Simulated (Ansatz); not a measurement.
**GeSe (SMILES [Ge-]#[Se+]) at 6 levels**

We compute a comparison of 6 runs (CAM-B3LYP/aug-cc-pVTZ, HSE06/aug-cc-pVTZ, PBE-QIDH/aug-cc-pVTZ, wB97M-V/aug-cc-pVTZ, CCSD/aug-cc-pVTZ, CCSD(T)/aug-cc-pVTZ) of GeSe. 

The results are computed with Ansatz 0.2.0.

30 further runs of the same task are left out: 30 set aside as unsound or not needed.

## Step 1: The molecule

The species is GeSe (2 atoms), meant as a singlet with charge 0. As SMILES, `[Ge-]#[Se+]`. The Ge1–Se2 distance was set to 2.455 Å, away from the relaxed value.

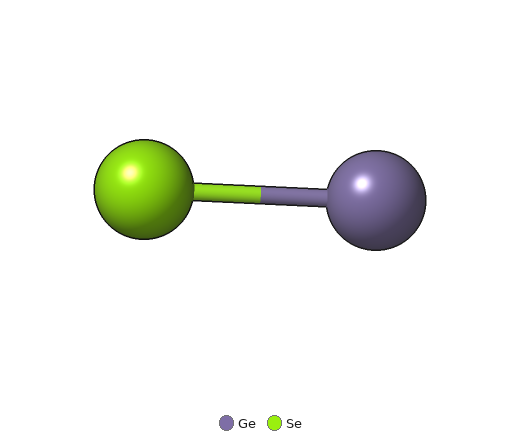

Viewed from a chosen angle; germanium purple, selenium green.

## Step 2: A single-point energy at CAM-B3LYP/aug-cc-pVTZ (run 1)

Input file molecule.yaml:

```yaml
basis:
  gaussian:
    orbitals: aug-cc-pVTZ
crystal:
  periodic: [false, false, false]
  atoms:
    - {symbol: Ge, position_ang: [0.000000, 0.000000, -0.320171]}
    - {symbol: Se, position_ang: [0.000000, 0.000000, 2.134629]}
magnetization:
  spin_polarized: false
hamiltonian:
  xc: {name: CAM-B3LYP}
accuracy: high
output: {orbitals: {seedname: orbitals}}
```

Command:

```console
ansatz run molecule.yaml --threads 1 --pin off --max-ram 3480MiB --events-out events.jsonl --progress --plain --runs-dir runs
```

The program printed:

```text
Warning: RAYON_NUM_THREADS=1 ignored (pool sized by the plan → 1); use --threads N
Functional definition: CAM-B3LYP
  name "CAM-B3LYP"
  parameter alpha = 0.19
  parameter beta = 0.46
  parameter omega = 0.33/bohr
  parameter ac = 0.81
  exchange = (1 - alpha - beta)*b88_x + beta*b88_x_sr(omega) + alpha*exact_x + beta*exact_x_lr(omega)
  correlation = (1 - ac)*vwn5_c + ac*lyp_c
1504 factors; integrals over basis functions are off by at most 4.0e-9 eV
464 factors; integrals over basis functions are off by at most 1.5e-9 eV
mean field evaluation 1: about -121873.5098 eV, gradient 2.8e1 eV
mean field evaluation 2: about -121845.5550 eV, gradient 9.2e1 eV
mean field evaluation 4: about -121876.6951 eV, gradient 1.8e0 eV
mean field evaluation 8: about -121876.7390 eV, gradient 1.7e-1 eV
mean field evaluation 16: about -121876.7391 eV, gradient 2.6e-4 eV
mean field -121876.73906987 eV, -4478.8875497970 hartree, gradient 2.9e-8 eV, S^2 0.000000; 0 other end points of the search recorded, 0 dependent functions left out
reference -121876.73908355 eV, -4478.8875502998 hartree; 33, 33 occupied and 85, 85 virtual orbitals, 1504 factors
Total energy: -121876.73908355 eV, -4478.8875502998 hartree
```

Run time: 13 s. Hardware: 1 thread of Arm Neoverse V2, shared host; peak memory 0.42 GiB.

## Step 3: A single-point energy at HSE06/aug-cc-pVTZ (run 2)

Input file job.yaml:

```yaml
crystal:
  periodic: [false, false, false]
  atoms:
    - {symbol: Ge, position_ang: [0.000000, 0.000000, -0.320171]}
    - {symbol: Se, position_ang: [0.000000, 0.000000, 2.134629]}
basis:
  gaussian:
    orbitals: aug-cc-pVTZ
hamiltonian:
  xc: hse06
accuracy: high
output: {orbitals: {seedname: orbitals}}
```

Command:

```console
ansatz run job.yaml --threads 1 --pin off --max-ram 3480MiB --events-out events.jsonl --progress --plain --runs-dir runs
```

The program printed:

```text
Warning: RAYON_NUM_THREADS=1 ignored (pool sized by the plan → 1); use --threads N
Functional definition: HSE06
  name "HSE06"
  parameter a = 0.25
  parameter omega = 0.11/bohr
  exchange = pbe_x - a*pbe_x_sr(omega) + a*exact_x_sr(omega)
  correlation = pbe_c
1504 factors; integrals over basis functions are off by at most 4.0e-9 eV
136 factors; integrals over basis functions are off by at most 1.0e-9 eV
mean field evaluation 1: about -121852.5655 eV, gradient 2.6e1 eV
mean field evaluation 2: about -121791.9731 eV, gradient 1.1e2 eV
mean field evaluation 4: about -121855.3597 eV, gradient 5.2e0 eV
mean field evaluation 8: about -121855.4985 eV, gradient 6.3e-1 eV
mean field evaluation 16: about -121855.5000 eV, gradient 5.1e-5 eV
mean field -121855.49998268 eV, -4478.1070277391 hartree, gradient 1.3e-8 eV, S^2 0.000000; 0 other end points of the search recorded, 0 dependent functions left out
reference -121855.49998605 eV, -4478.1070278630 hartree; 33, 33 occupied and 85, 85 virtual orbitals, 1504 factors
Total energy: -121855.49998605 eV, -4478.1070278630 hartree
```

Wall time 12 s (1 thread of Arm Neoverse V2, shared host); peak memory 0.37 GiB.

Runs 3 to 5 aren't shown in full; the table further down has their settings and results.

## Step 4: A single-point energy at CCSD(T)/aug-cc-pVTZ (run 6)

Input file input.yaml:

```yaml
crystal:
  periodic: [false, false, false]
  atoms:
    - {symbol: Ge, position_ang: [0.000000, 0.000000, -0.320171]}
    - {symbol: Se, position_ang: [0.000000, 0.000000, 2.134629]}
basis:
  gaussian: {orbitals: aug-cc-pVTZ}
accuracy: high
scf: {omitted_lower_state_checks: [cluster_reference, increment]}
correlation: {method: ccsd_t, frozen_orbitals: {Ge: 9, Se: 9}}
total_charge: 0
magnetization: {spin_polarized: false}
```

Command:

```console
ansatz run input.yaml --threads 1 --pin off --max-ram 3480MiB --events-out events.jsonl --progress --plain --runs-dir runs
```

The program printed:

```text
Warning: RAYON_NUM_THREADS=1 ignored (pool sized by the plan → 1); use --threads N
Functional definition: HF
  name "HF"
  exchange = exact_x
  correlation = 0
these checks for a lower state are left out or cut short: cluster_reference, increment
1504 factors; integrals over basis functions are off by at most 4.0e-9 eV
mean field evaluation 1: about -121776.3709 eV, gradient 2.3e1 eV
mean field evaluation 2: about -121776.4466 eV, gradient 2.3e1 eV
mean field evaluation 4: about -121779.0656 eV, gradient 2.2e0 eV
mean field evaluation 8: about -121779.1121 eV, gradient 4.1e-1 eV
mean field evaluation 16: about -121779.1146 eV, gradient 9.5e-7 eV
mean field -121779.11455110 eV, -4475.2999149044 hartree, gradient 2.2e-8 eV, S^2 0.000000; 0 other end points of the search recorded, 0 dependent functions left out; unrestricted orbitals would lower it
18 core orbitals not correlated: weight in the atoms' cores, before any rotation towards them, 1.000 or more for the frozen orbitals, at most 0.000 for the correlated occupied ones
reference -121779.11455110 eV, -4475.2999149044 hartree; 15, 15 occupied and 85, 85 virtual orbitals, 1504 factors
second order -10.59307057 eV of doubles, -0.00000000 eV of singles
cycle   1  -10.16863985 eV  change    4.2e-1 eV  update   1.8e-1
cycle   2  -10.62195117 eV  change   -4.5e-1 eV  update   9.0e-2
cycle   3  -10.80393218 eV  change   -1.8e-1 eV  update   4.8e-2
cycle   4  -10.77725552 eV  change    2.7e-2 eV  update   2.1e-2
cycle   5  -10.77490913 eV  change    2.3e-3 eV  update   8.0e-3
cycle   6  -10.77664480 eV  change   -1.7e-3 eV  update   2.2e-3
cycle   7  -10.77568530 eV  change    9.6e-4 eV  update   6.7e-4
cycle   8  -10.77576048 eV  change   -7.5e-5 eV  update   2.0e-4
cycle   9  -10.77584480 eV  change   -8.4e-5 eV  update   6.6e-5
cycle  10  -10.77578725 eV  change    5.8e-5 eV  update   1.7e-5
cycle  11  -10.77578655 eV  change    7.1e-7 eV  update   5.4e-6
cycle  12  -10.77579232 eV  change   -5.8e-6 eV  update   1.9e-6
cycle  13  -10.77579150 eV  change    8.1e-7 eV  update   6.3e-7
cycle  14  -10.77579259 eV  change   -1.1e-6 eV  update   2.7e-7
cycle  15  -10.77579265 eV  change   -6.4e-8 eV  update   8.0e-8
cycle  16  -10.77579226 eV  change    3.9e-7 eV  update   2.0e-7
cycle  17  -10.77579234 eV  change   -7.6e-8 eV  update   1.2e-7
cycle  18  -10.77579231 eV  change    2.0e-8 eV  update   2.8e-8
cycle  19  -10.77579230 eV  change    1.2e-8 eV  update   1.5e-8
cycle  20  -10.77579231 eV  change   -3.0e-9 eV  update   9.0e-9
cycle  21  -10.77579231 eV  change   3.1e-10 eV  update   6.0e-9
cycle  22  -10.77579231 eV  change   -1.0e-9 eV  update   2.4e-9
perturbative correction -0.79289878 eV, -0.0291384929 hartree
Total energy: -121790.68324219 eV, -4475.7250564605 hartree
Checks for a lower state left out: cluster_reference, increment
```

Run time: 16 s. Hardware: 1 thread of Arm Neoverse V2, shared host; peak memory 0.6 GiB.

## Step 5: Overview of the runs

```csv
run,level,frozen core orbitals,energy (Eh),HOMO energy (eV),LUMO energy (eV),HOMO–LUMO gap (eV),wall time
1,CAM-B3LYP/aug-cc-pVTZ,–,-4478.887550,-8.02,-2.24,5.78,13 s
2,HSE06/aug-cc-pVTZ,–,-4478.107028,-6.56,-3.53,3.03,12 s
3,PBE-QIDH/aug-cc-pVTZ,18,-4477.412714,-8.25,-1.78,6.47,19 s
4,wB97M-V/aug-cc-pVTZ,–,-4478.397794,-8.82,-1.40,7.42,78 s
5,CCSD/aug-cc-pVTZ,18,-4475.695918,–,–,–,12 s
6,CCSD(T)/aug-cc-pVTZ,18,-4475.725056,–,–,–,16 s
```

## Step 6: Results

| quantity | value |
| --- | --- |
| run 6: total energy | -4475.72506 Eh |
| run 6: correlation energy (18 core orbitals frozen) | -425.1 mEh |
| run 6: (T) correction | -29.14 mEh |
| run 6: T1 diagnostic | 0.028 |

What this shows: Over runs 1, 2, 3, 4 the HOMO–LUMO gap runs from 3.03 eV (HSE06/aug-cc-pVTZ) to 7.42 eV (wB97M-V/aug-cc-pVTZ). Totals of different functionals can't be ranked against each other. In runs 3, 5, 6 the log says that unrestricted orbitals would lower the reference, so the values rest on an unstable closed-shell determinant (other closed-shell runs at this shape may share the fault). All runs together took 2.5 min, the longest 78 s.
